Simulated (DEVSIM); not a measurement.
Structure: Al/AlN/p-GaAs capacitor, at 450 K.

| layer (left to right) | material | thickness (nm) | Na (cm⁻³) |
|---|---|---|---|
| 1 | AlN | 5.90 | - |
| 2 | GaAs | 6400 | 1e16 |

Metal gate on the left, work function 4.1 eV. Fixed charge at the semiconductor interface 0 cm⁻² (in units of +e); no interface traps.

This is a model device: material constants are rounded textbook-type values typed into the input, and sizes, dopings and lifetimes were drawn at random. Values at 300 K; Nc and Nv go as T^1.5, mobilities as T to minus their exponent, the gap by Varshni's rule with the affinity fixed.

```csv
parameter,AlN,GaAs
gap (eV),6.1,1.424
affinity (eV),1.9,4.07
permittivity,8.5,12.9
Nc (cm⁻³),-,4.7e17
Nv (cm⁻³),-,9e18
Varshni α (eV/K),-,0.000541
Varshni β (K),-,204
```

Simulated with DEVSIM: 1D Poisson equation in equilibrium, Boltzmann statistics, complete ionisation; no quantum confinement or tunnelling. Metal contacts follow the ideal Schottky-Mott rule: no Fermi-level pinning, no interface dipoles.

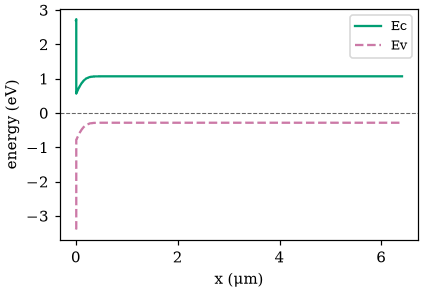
*Band edges at -0.5 V on the gate*

Energies count from the Fermi level of the right contact; mesh points crowd at the junctions.

```tsv
x (μm)	Ec (eV)	Ev (eV)	n (cm⁻³)	p (cm⁻³)	field (V/cm)
0.000	2.700	-3.400	< 1e2	< 1e2	55000
0.001224	2.707	-3.393	< 1e2	< 1e2	55000
0.003239	2.718	-3.382	< 1e2	< 1e2	55000
0.005016	2.728	-3.373	< 1e2	< 1e2	55000
0.006605	0.565	-0.788	4.1e11	2.5e10	36000
0.008946	0.573	-0.780	3.3e11	3.1e10	36000
0.01423	0.592	-0.761	2.0e11	4.9e10	35000
0.03377	0.657	-0.696	3.7e10	2.7e11	32000
0.07021	0.766	-0.588	2.3e9	4.3e12	27000
0.1524	0.941	-0.412	2.5e7	4.0e14	16000
0.3493	1.061	-0.292	1100000	8.8e15	920
1.024	1.066	-0.287	1000000	1.0e16	≈ 0
2.382	1.066	-0.287	1000000	1.0e16	≈ 0
4.482	1.066	-0.287	1000000	1.0e16	≈ 0
5.756	1.066	-0.287	1000000	1.0e16	≈ 0
6.128	1.066	-0.287	1000000	1.0e16	≈ 0
6.283	1.066	-0.287	1000000	1.0e16	≈ 0
6.352	1.066	-0.287	1000000	1.0e16	≈ 0
6.389	1.066	-0.287	1000000	1.0e16	≈ 0
6.399	1.066	-0.287	1000000	1.0e16	≈ 0
6.404	1.066	-0.287	1000000	1.0e16	≈ 0
6.406	1.066	-0.287	1000000	1.0e16	≈ 0
```
